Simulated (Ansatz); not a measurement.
Cu2O (cuprite type, space group Pn-3m)

```yaml
crystal:
  lattice:
    - [4.29909, 0.00000, 0.00000]
    - [0.00000, 4.29909, 0.00000]
    - [0.00000, 0.00000, 4.29909]
  atoms:
    - { symbol: Cu, position: [0.75000, 0.75000, 0.75000] }
    - { symbol: Cu, position: [0.75000, 0.25000, 0.25000] }
    - { symbol: Cu, position: [0.25000, 0.75000, 0.25000] }
    - { symbol: Cu, position: [0.25000, 0.25000, 0.75000] }
    - { symbol: O, position: [0.00000, 0.00000, 0.00000] }
    - { symbol: O, position: [0.50000, 0.50000, 0.50000] }
```

This relaxed cell (volume V₀) is scaled evenly in all directions, its shape held. Symmetry pins the atoms to their sites.

Method: PBE (plane waves to 420 eV, PAW, scalar-relativistic; Ansatz, a program for electronic structure). k mesh 8×8×8 (Γ-centred), Fermi-Dirac smearing 0.05 eV. Energies are smeared free energies. Cu2O is run without spin polarisation. Cu2O was relaxed with its symmetry unable to fall. The PAW data are Ansatz's earlier set. ΔE is measured from the relaxed starting cell.

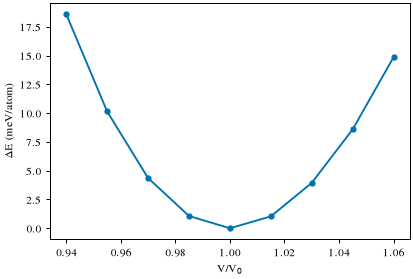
ΔE (meV/atom) against V/V₀; markers are the computed points, lines only join them.

Problem. What is ΔE at V/V₀ = 0.940?

Solution. About 19 meV/atom.

Problem. What is ΔE at V/V₀ = 1.060?

Solution. About 15 meV/atom.

Problem. What bulk modulus B₀ follows from a third-order Birch-Murnaghan fit?

Solution. About 110 GPa.

(A scan under strain: stresses follow from slopes of the energy per volume, elastic moduli from its curvatures.)
